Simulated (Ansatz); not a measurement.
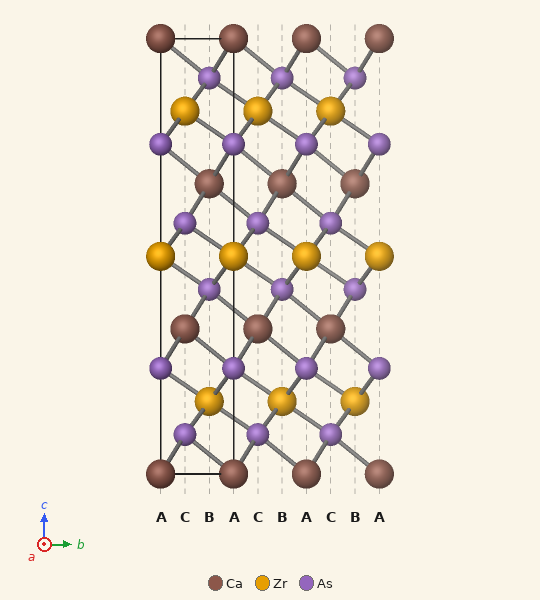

The picture looks along a close-packed row of the hexagonal mesh; c points upwards. The dashed lines mark the three columns A (0, 0), B (1/3, 2/3) and C (2/3, 1/3). The sequence starts with the first layer at or above the cell's origin.

System CaZrAs2 (space group R-3m, No. 166); source of the atomic positions: coordinates from a relaxation with DFT PBEsol, scalar-relativistic, plane waves, PAW in Ansatz 0.2.0; the starting structure was generated, so it need not be a known form of this composition.

Q: Give the sequence of layers in one repeat, with element and column.

A: Ca(A) – As(C) – Zr(B) – As(A) – Ca(C) – As(B) – Zr(A) – As(C) – Ca(B) – As(A) – Zr(C) – As(B) (twelve layers in 20.20 Å).

Q: How are the As layers alone stacked?

A: As layers alone: CABCAB, the cubic close-packed type.

Q: Which positions between or in the As layers do the other atoms fill?

A: Zr: three octahedral sites; Ca: three octahedral sites in each hexagonal cell.

Heights of the layers:

| layer | atoms (column) | height (Å) | to next (Å) |
| --- | --- | --- | --- |
| 1 | Ca(A) | 0.00 | 1.83 |
| 2 | As(C) | 1.83 | 1.54 |
| 3 | Zr(B) | 3.37 | 1.54 |
| 4 | As(A) | 4.90 | 1.83 |
| 5 | Ca(C) | 6.73 | 1.83 |
| 6 | As(B) | 8.56 | 1.54 |
| 7 | Zr(A) | 10.10 | 1.54 |
| 8 | As(C) | 11.64 | 1.83 |
| 9 | Ca(B) | 13.47 | 1.83 |
| 10 | As(A) | 15.30 | 1.54 |
| 11 | Zr(C) | 16.83 | 1.54 |
| 12 | As(B) | 18.37 | 1.83 |
